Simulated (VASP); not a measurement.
Band structure of SnS (space group Pnma). Computed with PBE GGA, VASP's PBE PAW potentials (set 64) (plane waves; VASP).

The path is coarsely sampled, so an indirect gap can come out somewhat too large. Unless said otherwise, spin-orbit coupling is left out, though it shifts the bands of the heavy elements here.

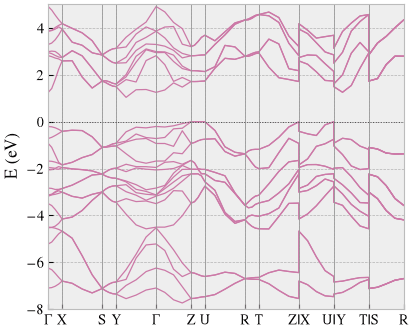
Figure: Bands along high-symmetry lines, zero at the valence-band maximum or, without a gap, the Fermi level

**Question.** Read the plot: is there a gap, and where are the band edges?

**Answer.** The gap is indirect, 1.04 eV, from the valence maximum at Z-U at 0.75 to the conduction minimum at Y-Γ at 0.25.

The structure comes from a computed database's SnS entry; how it stands against other phases isn't given here. The cell was not relaxed at this level. The k-mesh is coarse (spacing up to 0.46 per Å, 2π included), so the numbers may not be converged in it.
